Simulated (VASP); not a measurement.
Band structure of HfIr (space group Pmma). Level of theory: PBEsol GGA, VASP's PBE PAW potentials (set 64) (plane waves; VASP 6.6.1).

Unless said otherwise, spin-orbit coupling is left out, though it shifts the bands of the heavy elements here.

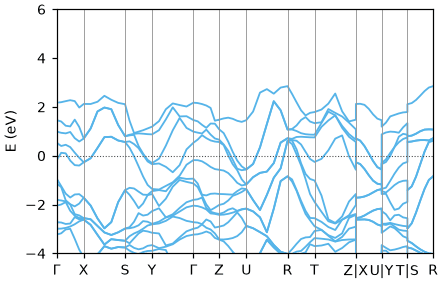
Fig. 1. Bands along high-symmetry lines, zero at the valence-band maximum or, without a gap, the Fermi level

Problem. Read the plot: is there a gap, and where are the band edges?

Solution. It has no gap at this level: it comes out as a metal or semimetal. (Edges off the drawn lines would not show.)

The structure comes from a computed database's HfIr entry (Pmma); how it stands against other phases isn't given here. It was relaxed first.
